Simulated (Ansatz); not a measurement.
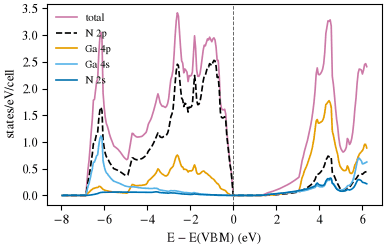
Figure: Total and projected density of states of GaN in space group P6_3/mmc (No. 194; Ga on 2d, N on 2b), LDA in the plane-wave PAW code Ansatz

**Question.** Which orbitals carry the states next to the gap?

**Answer.** Top 1 eV of the valence band: N 2p 89 %, Ga 4p 8 %. Bottom 1 eV of the conduction band: Ga 4s 34 %, N 2s 30 %, Ga 4p 15 %, N 2p 12 %, outside the projected shells 7 %. Projections are on Löwdin-orthogonalised atomic valence shells; empty p or d shells of many metals are not among them.

**Question.** Where is the tallest occupied peak in this window, and what makes it?

**Answer.** Near -2.6 eV, about 3.4 states/eV per cell; the largest projected share is N 2p.

The workflow started from a Materials Project entry (that database holds measured and hypothetical structures alike); the Crystallography Open Database copy checked does not list it. It is not the phase usual at ambient conditions (space group No. 186, 216). The cell was relaxed with LDA under the symmetry of its start; phonons on a q-mesh show weakly imaginary modes. A crystal of weakly bound layers computed without a dispersion correction: the cell and the soft elastic constants depend strongly on that. Spin–orbit coupling is left out wherever it is not named.

Potentials: the later of the program's two PAW sets.
